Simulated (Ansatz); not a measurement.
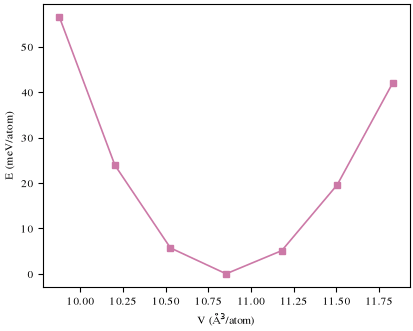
Figure. BP in space group P6_422 (No. 181; B on 3c, P on 3d) under volume change, r²SCAN in the plane-wave PAW code Ansatz, shape and atoms relaxed at each volume.

What does a third-order Birch–Murnaghan fit give for V₀, B₀ and B′?

V₀ = 10.85 Å³/atom, B₀ = 177 GPa, B′ = 3.9.

The start of the workflow was typed in or built on a structure type; neither database checked (COD, Materials Project) lists it. It is not the phase usual at ambient conditions (space group No. 216). Symmetry was held in the r²SCAN relaxation; its stability against distortions is not shown here.

Potentials: the earlier of the program's two PAW sets.
